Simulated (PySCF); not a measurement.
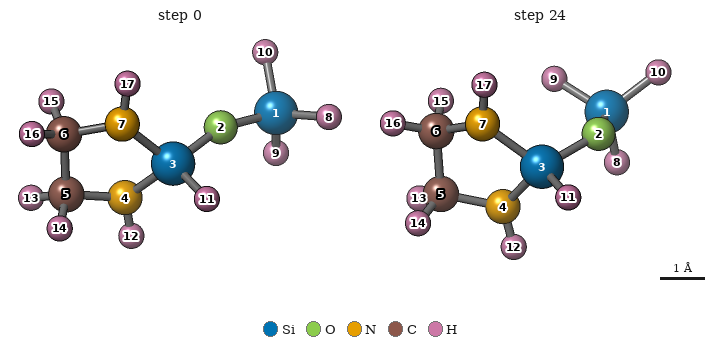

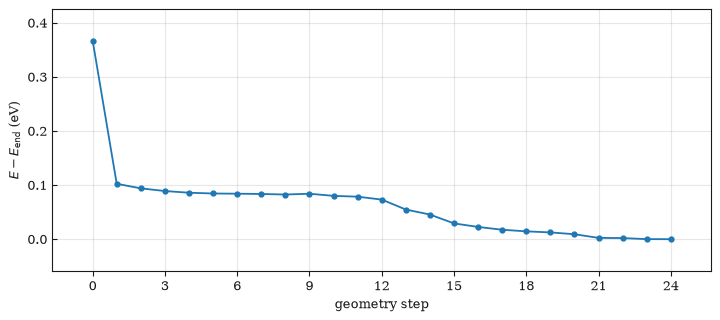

First and last geometry of a relaxation of C$_{2}$H$_{10}$N$_{2}$OSi$_{2}$, with the history of the run. A ball-and-stick model, seen at a tilt.

The start comes from GFN2-xTB. Its atoms were then displaced at random by about 0.01 Å.

Level of theory: PySCF, PBE0-D3(BJ)/def2-SVP geometry optimisation, gas phase. 

### Read the history and describe the run.

It converged. The energy falls by 0.367 eV in 24 geometry steps. The atom that moves furthest after the best rigid fit is H9 (2.62 Å). By element the largest moves are H 2.62 Å, O 0.79 Å, Si 0.68 Å, N 0.58 Å, C 0.47 Å. Some distances before and after: Si1–H9 1.425 → 1.496 Å, Si3–N4 1.687 → 1.733 Å, O2–Si3 1.626 → 1.667 Å, Si1–H8 1.454 → 1.493 Å. Bond angles that change, for instance: Si1–O2–Si3 160.8° → 129.2°, N7–Si3–H11 109.7° → 114.3°, C5–N4–H12 111.5° → 116.1°. Groups turn about O2–Si3 by about 100°.

| step | E − E(0), eV |
| --- | --- |
| 0 | 0.0000 |
| 1 | -0.2648 |
| 2 | -0.2733 |
| 3 | -0.2782 |
| 4 | -0.2814 |
| 5 | -0.2828 |
| 6 | -0.2832 |
| 7 | -0.2837 |
| 8 | -0.2847 |
| 9 | -0.2832 |
| 10 | -0.2872 |
| 11 | -0.2887 |
| 12 | -0.2941 |
| 13 | -0.3124 |
| 14 | -0.3217 |
| 15 | -0.3381 |
| 16 | -0.3446 |
| 17 | -0.3498 |
| 18 | -0.3528 |
| 19 | -0.3548 |
| 20 | -0.3581 |
| 21 | -0.3649 |
| 22 | -0.3652 |
| 23 | -0.3672 |
| 24 | -0.3673 |
